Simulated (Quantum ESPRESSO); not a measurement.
# La2Fe2Se2O3: parallel and opposed starts

Wanted: the moments of La2Fe2Se2O3 and the energy of each order that was tried.

Main program and level: Quantum ESPRESSO 7.5; LDA; plane waves with GBRV 1.5 LDA potentials, no spin-orbit coupling.

## 1. The structure

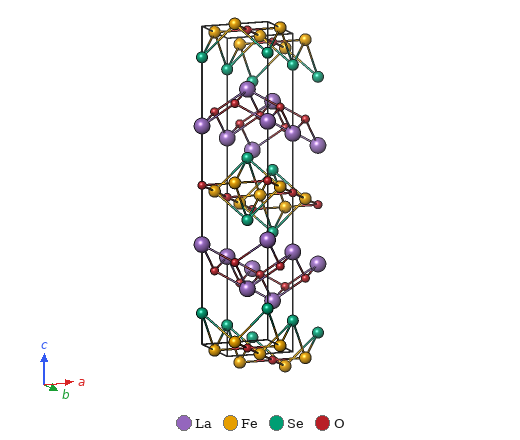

Start, viewed from a free direction; lanthanum purple, iron orange, selenium teal, oxygen red. 1×2×1 cells are drawn. This picture shows the conventional cell, with its axes. Some periodic images of atoms are drawn too.

The cell comes from Materials Project 2023-11-01, a database of computed structures, and need not be the stable phase.

## 2. Run 1, typed as ferro ++

The signs are those of the starting moments on the seeded atoms, the atoms that are given a moment.

Input file pw.in:

```
&CONTROL
  calculation = 'scf'
  prefix = 'pwscf'
  outdir = './tmp'
  pseudo_dir = './pseudo'
  disk_io = 'nowf'
/
&SYSTEM
  ibrav = 0
  celldm(1) = 8
  nat = 9
  ntyp = 4
  ecutwfc = 40
  ecutrho = 280
  nbnd = 59
  occupations = 'smearing'
  smearing = 'fd'
  degauss = 0.00367493
  nspin = 2
  starting_magnetization(1) = 0
  starting_magnetization(2) = 0.25
  starting_magnetization(3) = 0
  starting_magnetization(4) = 0
/
&ELECTRONS
  conv_thr = 1.8d-08
  electron_maxstep = 150
  mixing_beta = 0.3
/
ATOMIC_SPECIES
La    138.9055 la_lda_v1.uspp.F.UPF
Fe     55.8450 fe_lda_v1.5.uspp.F.UPF
Se     78.9710 se_lda_v1.uspp.F.UPF
O      15.9990 o_lda_v1.2.uspp.F.UPF
CELL_PARAMETERS alat
  -0.4867992383363    0.4868027816909    2.2415679752646
   0.4867992383363   -0.4868027816909    2.2415679752646
   0.4867992383363    0.4868027816909   -2.2415679752646
ATOMIC_POSITIONS crystal
La      0.3136675000    0.3136675000    0.0000000000
La      0.6863325000    0.6863325000    0.0000000000
Fe      0.0000000000    0.5000000000    0.5000000000
Fe      0.5000000000    0.0000000000    0.5000000000
Se      0.9021490000    0.9021490000    0.0000000000
Se      0.0978510000    0.0978510000    0.0000000000
O       0.5000000000    0.5000000000    0.0000000000
O       0.2500010000    0.7500010000    0.5000000000
O       0.7499990000    0.2499990000    0.5000000000
K_POINTS automatic
6 6 6 0 0 0
```

Launch:

```bash
OMP_NUM_THREADS=1 mpirun -n 4 pw.x -nk 4 -in pw.in > pw.out
```

Log:

```text
Program PWSCF v.7.5 starts

     Message from routine setup:
     using ibrav=0 with symmetry is DISCOURAGED, use correct ibrav instead

     K-points division:     npool     =       4
     Subspace diagonalization in iterative solution of the eigenvalue problem:

     G-vector sticks info
     --------------------
     sticks:   dense  smooth     PW     G-vecs:    dense   smooth      PW
     Sum        4395    2511    875                86063    37233    7675

     Using Slab Decomposition

     bravais-lattice index     =            0
     lattice parameter (alat)  =       8.0000  a.u.
     unit-cell volume          =    1087.8896 (a.u.)^3
     number of atoms/cell      =            9
     number of atomic types    =            4
     number of electrons       =        84.00
     number of Kohn-Sham states=           59
     kinetic-energy cutoff     =      40.0000  Ry
     charge density cutoff     =     280.0000  Ry
     scf convergence threshold =      1.8E-08
     mixing beta               =       0.3000
     number of iterations used =            8  plain     mixing
     Exchange-correlation= SLA  PZ   NOGX NOGC
                           (   1   1   0   0   0   0   0)

     celldm(1)=   8.000000  celldm(2)=   0.000000  celldm(3)=   0.000000
     celldm(4)=   0.000000  celldm(5)=   0.000000  celldm(6)=   0.000000

     crystal axes: (cart. coord. in units of alat)
               a(1) = (  -0.486799   0.486803   2.241568 )
               a(2) = (   0.486799  -0.486803   2.241568 )
               a(3) = (   0.486799   0.486803  -2.241568 )

     reciprocal axes: (cart. coord. in units 2 pi/alat)
               b(1) = (  0.000000  1.027110  0.223058 )
               b(2) = (  1.027117  0.000000  0.223058 )
               b(3) = (  1.027117  1.027110  0.000000 )

     PseudoPot. # 1 for La read from file:
     la_lda_v1.uspp.F.UPF
     Pseudo is Ultrasoft + core correction, Zval = 11.0
     Generated by new atomic code, or converted to UPF format
     Using radial grid of  995 points,  8 beta functions with:
                l(1) =   0
                l(2) =   0
                l(3) =   1
                l(4) =   1
                l(5) =   2
                l(6) =   2
                l(7) =   3
                l(8) =   3
     Q(r) pseudized with  8 coefficients,  rinner =    1.700   1.700   1.700
                                                       1.700   1.700   1.700
                                                       1.700

     PseudoPot. # 2 for Fe read from file:
     fe_lda_v1.5.uspp.F.UPF
     Pseudo is Ultrasoft + core correction, Zval = 16.0
     Generated by new atomic code, or converted to UPF format
     Using radial grid of  861 points,  6 beta functions with:
                l(1) =   0
                l(2) =   0
                l(3) =   1
                l(4) =   1
                l(5) =   2
                l(6) =   2
     Q(r) pseudized with  8 coefficients,  rinner =    1.000   1.000   1.000
                                                       1.000   1.000

     PseudoPot. # 3 for Se read from file:
     se_lda_v1.uspp.F.UPF
     Pseudo is Ultrasoft + core correction, Zval =  6.0
     Generated by new atomic code, or converted to UPF format
     Using radial grid of  877 points,  6 beta functions with:
                l(1) =   0
                l(2) =   0
                l(3) =   1
                l(4) =   1
                l(5) =   2
                l(6) =   2
     Q(r) pseudized with  8 coefficients,  rinner =    1.300   1.300   1.300
                                                       1.300   1.300

     PseudoPot. # 4 for O  read from file:
     o_lda_v1.2.uspp.F.UPF
     Pseudo is Ultrasoft + core correction, Zval =  6.0
     Generated by new atomic code, or converted to UPF format
     Using radial grid of  737 points,  5 beta functions with:
                l(1) =   0
                l(2) =   0
                l(3) =   1
                l(4) =   1
                l(5) =   2
     Q(r) pseudized with  8 coefficients,  rinner =    0.900   0.900   0.900
                                                       0.900   0.900

     atomic species   valence    mass     pseudopotential
     La               11.00   138.90550     La( 1.00)
     Fe               16.00    55.84500     Fe( 1.00)
     Se                6.00    78.97100     Se( 1.00)
     O                 6.00    15.99900     O ( 1.00)

     Starting magnetic structure
     atomic species   magnetization
     La              0.000
     Fe              0.250
     Se              0.000
     O               0.000

      8 Sym. Ops., with inversion, found

   Cartesian axes

     site n.     atom                  positions (alat units)
         1        La     tau(   1) = (   0.0000000  -0.0000000   1.4062140  )
         2        La     tau(   2) = (   0.0000000  -0.0000000   3.0769219  )
         3        Fe     tau(   3) = (   0.4867992   0.0000000   0.0000000  )
         4        Fe     tau(   4) = (   0.0000000   0.4868028   0.0000000  )
         5        Se     tau(   5) = (   0.0000000  -0.0000000   4.0444566  )
         6        Se     tau(   6) = (   0.0000000   0.0000000   0.4386793  )
         7        O      tau(   7) = (   0.0000000   0.0000000   2.2415680  )
         8        O      tau(   8) = (   0.4867992  -0.0000000   1.1207885  )
         9        O      tau(   9) = (   0.0000000   0.4868028   1.1207795  )

     number of k points=    46  Fermi-Dirac smearing, width (Ry)=  0.0037
                       cart. coord. in units 2pi/alat
        k(    1) = (   0.0000000   0.0000000   0.0000000), wk =   0.0046296
        k(    2) = (   0.1711862   0.1711850   0.0000000), wk =   0.0185185
        k(    3) = (   0.3423725   0.3423700   0.0000000), wk =   0.0185185
        k(    4) = (  -0.5135587  -0.5135550   0.0000000), wk =   0.0092593
        k(    5) = (   0.1711862   0.0000000   0.0371764), wk =   0.0185185
        [... 41 further k-points ...]

     Dense  grid:    86063 G-vectors     FFT dimensions: ( 100, 100, 100)

     Smooth grid:    37233 G-vectors     FFT dimensions: (  75,  75,  75)

     Check: negative core charge=   -0.000014
     Generating pointlists ...
     new r_m :   0.2328 (alat units)  1.8622 (a.u.) for type    1
     new r_m :   0.2008 (alat units)  1.6064 (a.u.) for type    2
     new r_m :   0.2703 (alat units)  2.1625 (a.u.) for type    3
     new r_m :   0.2008 (alat units)  1.6064 (a.u.) for type    4

     Initial potential from superposition of free atoms

     starting charge      81.9426, renormalised to      84.0000

     negative rho (up, down):  8.550E-02 8.550E-02
     Starting wfcs are   86 randomized atomic wfcs

     Self-consistent Calculation

     iteration #  1     ecut=    40.00 Ry     beta= 0.30
     Davidson diagonalization with overlap
     ethr =  1.00E-02,  avg # of iterations =  4.8

     negative rho (up, down):  8.363E-02 8.368E-02

     total energy              =    -857.58062262 Ry
     estimated scf accuracy    <      69.96009614 Ry

     total magnetization       =     0.34 Bohr mag/cell
     absolute magnetization    =     0.89 Bohr mag/cell

     iteration #  2     ecut=    40.00 Ry     beta= 0.30
     Davidson diagonalization with overlap
     ethr =  1.00E-02,  avg # of iterations =  6.8

     total energy              =    -866.29576305 Ry
     estimated scf accuracy    <     706.08258559 Ry

     total magnetization       =     0.05 Bohr mag/cell
     absolute magnetization    =     0.20 Bohr mag/cell

     iteration #  3     ecut=    40.00 Ry     beta= 0.30
     Davidson diagonalization with overlap
     ethr =  1.00E-02,  avg # of iterations =  8.1

     negative rho (up, down):  1.218E-02 1.225E-02

     total energy              =    -885.76129582 Ry
     estimated scf accuracy    <      93.60109796 Ry

     total magnetization       =     0.75 Bohr mag/cell
     absolute magnetization    =     0.87 Bohr mag/cell

     [... further iterations left out ...]

     iteration # 18     ecut=    40.00 Ry     beta= 0.30
     Davidson diagonalization with overlap
     ethr =  2.68E-09,  avg # of iterations =  3.4

     negative rho (up, down):  6.036E-02 6.280E-02

     total energy              =    -889.10348084 Ry
     estimated scf accuracy    <       0.00000037 Ry

     total magnetization       =     8.00 Bohr mag/cell
     absolute magnetization    =     8.03 Bohr mag/cell

     iteration # 19     ecut=    40.00 Ry     beta= 0.30
     Davidson diagonalization with overlap
     ethr =  4.38E-10,  avg # of iterations =  3.8

     negative rho (up, down):  6.038E-02 6.282E-02

     total energy              =    -889.10348098 Ry
     estimated scf accuracy    <       0.00000019 Ry

     total magnetization       =     8.00 Bohr mag/cell
     absolute magnetization    =     8.03 Bohr mag/cell

     iteration # 20     ecut=    40.00 Ry     beta= 0.30
     Davidson diagonalization with overlap
     ethr =  2.26E-10,  avg # of iterations =  3.2

     negative rho (up, down):  6.039E-02 6.283E-02

     total energy              =    -889.10348104 Ry
     estimated scf accuracy    <       0.00000006 Ry

     total magnetization       =     8.00 Bohr mag/cell
     absolute magnetization    =     8.03 Bohr mag/cell

     iteration # 21     ecut=    40.00 Ry     beta= 0.30
     Davidson diagonalization with overlap
     ethr =  6.79E-11,  avg # of iterations =  2.6

     negative rho (up, down):  6.039E-02 6.283E-02

     Magnetic moment per site  (integrated on atomic sphere of radius R)
     atom   1 (R=0.233)  charge=  6.2463  magn=  0.0155
     atom   2 (R=0.233)  charge=  6.2463  magn=  0.0155
     atom   3 (R=0.201)  charge= 13.3301  magn=  3.2007
     atom   4 (R=0.201)  charge= 13.3302  magn=  3.2006
     atom   5 (R=0.270)  charge=  4.4473  magn=  0.1971
     atom   6 (R=0.270)  charge=  4.4473  magn=  0.1971
     atom   7 (R=0.201)  charge=  5.5497  magn=  0.3040
     atom   8 (R=0.201)  charge=  5.6011  magn=  0.0143
     atom   9 (R=0.201)  charge=  5.6011  magn=  0.0143

     End of self-consistent calculation

     [... lines left out ...]
     the Fermi energy is    10.3772 ev

!    total energy              =    -889.10348105 Ry
     estimated scf accuracy    <          9.1E-09 Ry
     smearing contrib. (-TS)   =      -0.00192554 Ry
     internal energy E=F+TS    =    -889.10155551 Ry

     The total energy is F=E-TS. E is the sum of the following terms:
     one-electron contribution =    -515.89905750 Ry
     hartree contribution      =     299.09950896 Ry
     xc contribution           =    -235.78711833 Ry
     ewald contribution        =    -436.51488864 Ry

     total magnetization       =     8.00 Bohr mag/cell
     absolute magnetization    =     8.03 Bohr mag/cell

     convergence has been achieved in  21 iterations

=------------------------------------------------------------------------------=
   JOB DONE.
=------------------------------------------------------------------------------=
```

It took 21 min on 4 MPI ranks of Arm Neoverse V1, shared host; peak memory 2 GiB.

Spin moment in the atom's sphere by atom:

```csv
atom,spin moment in the atom's sphere (μB)
La1,0.02
La2,0.02
Fe3,3.20
Fe4,3.20
Se5,0.20
Se6,0.20
O7,0.30
O8,0.01
O9,0.01
```

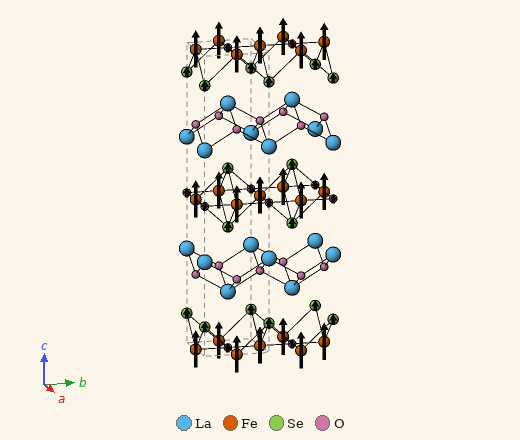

Spin moment in the atom's sphere as arrows, the longest 3.20 μB. Up and down stand for the sign. Arrows give size and sign along the axis of quantisation, drawn up and down the page. Each arrow also spans its atom, so small moments look longer than they are. 1×2×1 conventional cells are drawn. Some periodic images of atoms are drawn too.

Read from the output:

```yaml
smearing_term_ts: 0.02620 eV
magnetization: 7.998 μB
absolute_magnetization: 8.032 μB
final_state: ferromagnetic
```

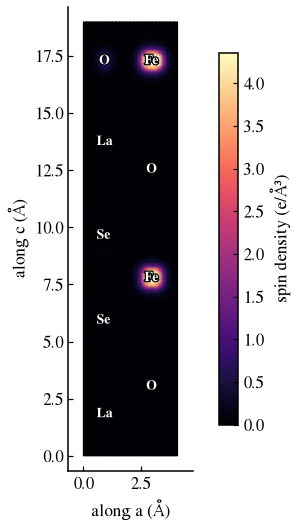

Spin density in the ac plane of the conventional cell at fractional y = 0.000, with atoms of La and Fe and Se and O within 0.2 Å of it. The map starts off the cell's origin, so that atoms lie inside it.

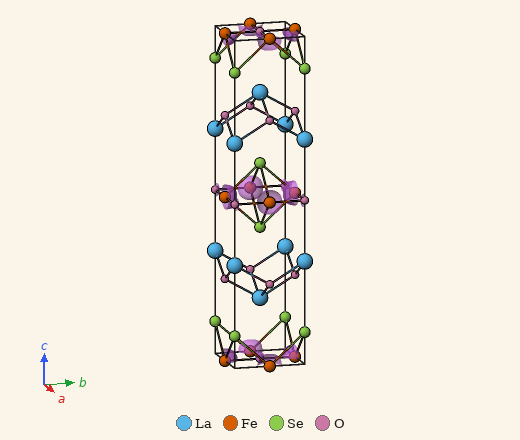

Surface of spin density = 0.43 e/Å³, which holds about 70 % of the integral of its size.

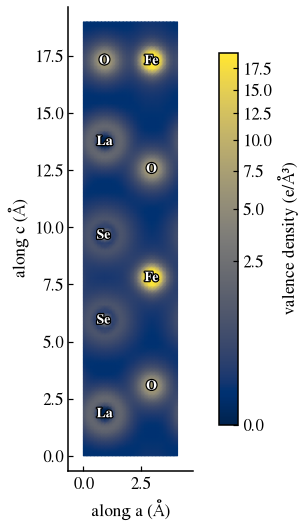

Valence density in the ac plane of the conventional cell at fractional y = 0.000, with atoms of La and Fe and Se and O within 0.2 Å of it. It is the smooth field of the valence electrons, not physical close to the nuclei. The map starts off the cell's origin, so that atoms lie inside it. The colour scale is stretched toward low values.

[end of part 1 of 2]

[Logs and program files are shortened in this print: banners, set-up blocks, solver, clock and traceback lines can be left out without a mark of their own.]

[Logs are printed without paths, hosts, clocks, repeated set-up lines and the standing remarks that a program may print on its own settings, such as how far it seeks lower states.]

[Hosts, paths, dates, database ids (printed as entryN), source tags and the programs' standing remarks are cut or masked in the printed files.]

[Where a cell is said to come from a database of computed structures, the database is the Materials Project.]
